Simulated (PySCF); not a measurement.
**C$_{4}$H$_{5}$P (SMILES C=C(C)C#P): density, localisation and related maps**

```xyz
10

C    -0.1513    1.4066   -0.3714
C     0.1920    0.1585   -0.0377
C    -0.8147   -0.9298    0.2114
C     1.5375   -0.2109    0.1028
P     3.0209   -0.6617    0.2604
H    -1.1828    1.6952   -0.4807
H     0.5903    2.1681   -0.5422
H    -0.5881   -1.8007   -0.4025
H    -0.7767   -1.2397    1.2554
H    -1.8183   -0.5809   -0.0180
```

Geometry: GFN2-xTB.

Computed with CAM-B3LYP/def2-SVPD, SCF density, gas phase (PySCF).

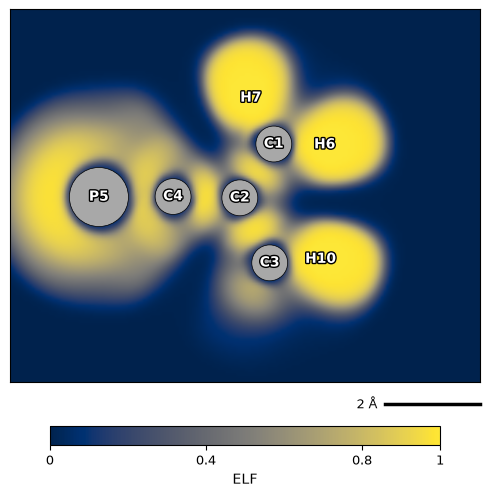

Figure 1. Electron localisation function on the plane of atoms C2, C1 and H6. Grey discs cover the atomic cores.

Q: Describe what can be read from this map.

A:
- The plane passes through C, P and H nuclei.
- C–C (1.34 Å): the ELF peaks at about 0.95 between the atoms: a short, multiple covalent bond.
- C–P (1.56 Å): the ELF peaks at about 0.85 between the atoms; a covalent bond.
- C–H (1.08 Å): the ELF climbs to about 1 towards the hydrogen, as it does in any bond to H: an ordinary covalent bond to hydrogen.
- C–C (1.40 Å): the ELF peaks at about 0.95 between the atoms, as expected for localised, covalent bonding.
- C–C (1.50 Å): the ELF peaks at about 0.95 between the atoms (a covalent bond).
- The ELF also peaks beside P5, away from the bonds: lone-pair regions.

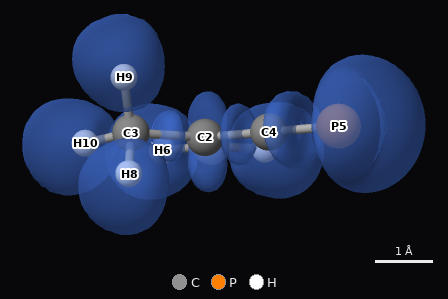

Figure 2. Isosurface of the ELF at 0.85 (blue), seen from one side. Only the valence region is drawn (cores and ρ < 0.01 e/Å³ removed).

Q: Where are the electrons localised?

A: The surface consists of three regions between bonded C–C atoms (shared pairs), one region between bonded C–P atoms (shared pairs), five regions around hydrogen nuclei and one lobe on P, pointing away from the bonds (lone pairs).

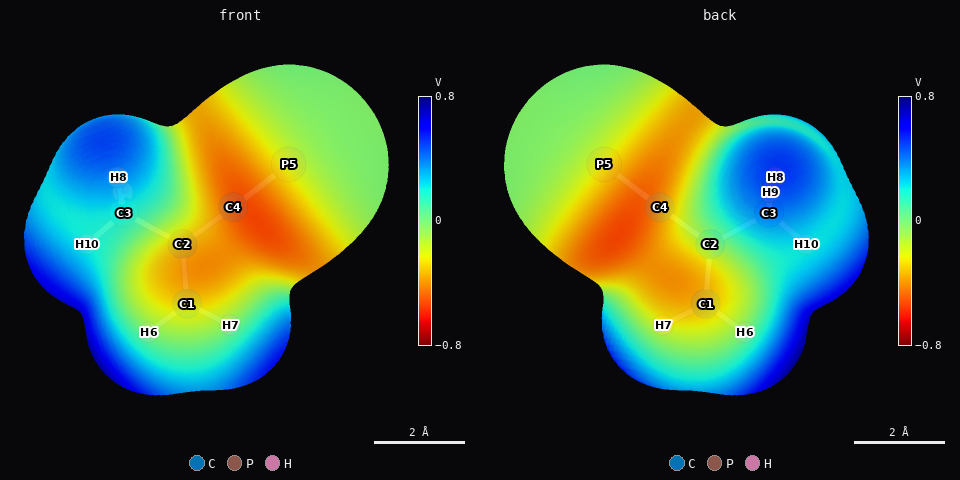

Figure 3. The electrostatic potential painted on the density surface at 0.001 e/bohr³, seen from the front and from behind; red is negative and blue positive.

Q: Describe the electrostatic potential map.

A: The most negative region (about −0.5 V) lies over C4 and P5, the most positive (about +0.7 V) over H6.

Q: What dipole moment does the calculation give?

A: Its dipole moment is 1.25 D.
